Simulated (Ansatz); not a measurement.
**F3GeHSe: a ladder of functionals and wavefunction methods**

Aim: compute F3GeHSe with functionals from several rungs and with coupled cluster, and see how far each lands from CCSD(T) at the basis-set limit for the atomisation energy.

Computed with Ansatz 0.2.0, Gaussian basis. Level: functionals in def2-TZVPP, the program's frozen cores in correlated methods.

The runs, in order: LDA (SPW92), PBE-D4, revPBE-D4, BLYP-D4, r2SCAN-D4, B97M-V, PBE0-D4, B3LYP-D4, r2SCANh-D4, r2SCAN0-D4, HSE06-D4, BHLYP-D4, CAM-B3LYP-D4, LC-ωPBE, ωB97X-V, ωB97M-V, B2PLYP, PBE-QIDH; CCSD(T)/def2-SVP; CCSD(T)/def2-TZVPP; MP2/def2-QZVPP; extrapolation to the limit; RPA on PBE.

### Step 1. The geometry

The geometry comes from an earlier relaxation with PBE0-D4 in a triple-zeta def2 set; it is a stationary point.

SMILES `[F][Ge]([F])([F])[SeH]`, 6 atoms, charge 0, spin multiplicity 1.

Atoms are counted from 1 here; the program's logs count them from 0.

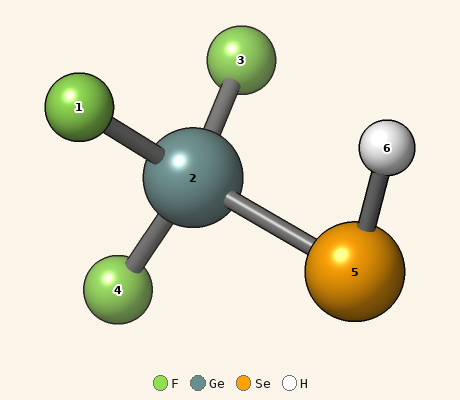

The structure; fluorine green, germanium teal, selenium orange, hydrogen white; atoms are numbered from 1 in the order of the file.

### Step 2. LDA

This LDA is Slater exchange with PW92 correlation.

in.yaml reads:

```yaml
crystal:
  periodic: [false, false, false]
  atoms:
    - {symbol: F, position_ang: [0.616317, -0.649298, 1.617901]}
    - {symbol: Ge, position_ang: [0.138122, -0.488313, -0.015372]}
    - {symbol: F, position_ang: [-1.426084, -1.175675, -0.069911]}
    - {symbol: F, position_ang: [1.159340, -1.503962, -0.933551]}
    - {symbol: Se, position_ang: [0.259575, 1.657695, -0.832674]}
    - {symbol: H, position_ang: [-0.705169, 2.095553, 0.187607]}
basis:
  gaussian: {orbitals: def2-TZVPP}
hamiltonian: {xc: lda}
output: {orbitals: {seedname: orbitals}}
```

Started as:

```
ansatz run in.yaml --threads 4 --pin off --events-out ev --progress --plain --max-ram 10444MiB
```

Further steps of the session: PBE-D4 (GGA); revPBE-D4 (GGA); BLYP-D4 (GGA); r2SCAN-D4 (meta-GGA); B97M-V (meta-GGA); B3LYP-D4 (hybrid); r2SCANh-D4 (hybrid); r2SCAN0-D4 (hybrid); HSE06-D4 (hybrid); BHLYP-D4 (hybrid); CAM-B3LYP-D4 (range-separated); LC-ωPBE (range-separated); ωB97X-V (range-separated); ωB97M-V (range-separated); B2PLYP (double hybrid); PBE-QIDH (double hybrid); CCSD(T) in def2-SVP; CCSD(T) in def2-TZVPP; MP2 in def2-QZVPP; RPA on PBE orbitals.

Before running them: what should the planned runs give, taken together? Wanted: atomisation energy, CCSD(T)/CBS; farthest beyond LDA; mean size of error, GGA; mean size of error, meta-GGA; mean size of error, hybrid; mean size of error, range-separated; mean size of error, double hybrid; gap, smallest and largest; T1 diagnostic.

**Answer**, as computed:

| quantity | value |
| --- | --- |
| atomisation energy, CCSD(T)/CBS | 21.221 eV |
| functionals within 0.212 eV (1.0 %) | r2SCAN-D4, B97M-V, ωB97X-V |
| farthest beyond LDA | BHLYP-D4 (-1.619 eV) |
| mean size of error, GGA | 0.378 eV |
| mean size of error, meta-GGA | 0.063 eV |
| mean size of error, hybrid | 0.752 eV |
| mean size of error, range-separated | 0.283 eV |
| mean size of error, double hybrid | 0.492 eV |
| gap, smallest and largest | 4.29 eV (LDA (SPW92)), 11.70 eV (LC-ωPBE) |
| T1 diagnostic | 0.0116 |
| triples share of the correlation energy | 3.2 % |

**Reading.** The LDA atomisation energy is off by 3.839 eV (18 %): it overbinds. PBE-D4 is off by +0.305 eV. Double hybrids carry the basis error of their MP2 part in triple zeta, and no dispersion term here, so their miss is partly the set-up's. By mean error the best rung here is meta-GGA (0.063 eV) and the worst beyond LDA is hybrid (0.752 eV). The mean of the hybrids holds BHLYP, with half exact exchange. Misses under about 0.212 eV are within the doubt on the reference itself, which lacks core-valence correlation, relativity and higher excitations, and its outer-core shells are covered unevenly. All levels share the lack of spin-orbit coupling, which lowers the free heavy atoms and so the true binding. Hartree-Fock recovers 67 % of the binding; the rest is correlation. CCSD(T) in def2-SVP is off by -1.924 eV, worse than the median functional, from the basis alone. Orbital gaps span 4.3 to 11.7 eV; exact exchange widens them. Correlated methods include outer-core shells of Ge, Se, which these sets cover unevenly.
